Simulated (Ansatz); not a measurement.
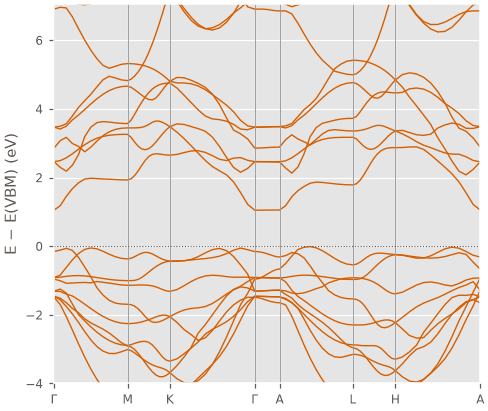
Fig. 1. Band structure from DFT-PBE in the program Ansatz with PAW potentials

The gap is 1.05 eV; an edge lies off the plotted path or next to a special point (maximum off the standard path, minimum at Γ).

The material is Bi2S3 (La2O3 or Ni2Al3 type, P-3m1).

A made-up cell: these elements were put on the sites of a structure type; neither database checked (COD, Materials Project) lists it. COD files the formula under space group No. 62, so this cell is another polymorph or a model. Whether it is the stable phase at ambient conditions was not checked. The cell was relaxed with PBE under the symmetry of its start; its stability against distortions is not shown here. Scalar-relativistic: spin–orbit coupling is off unless named, which matters more the heavier the elements.

Potentials: the later of the program's two PAW sets.
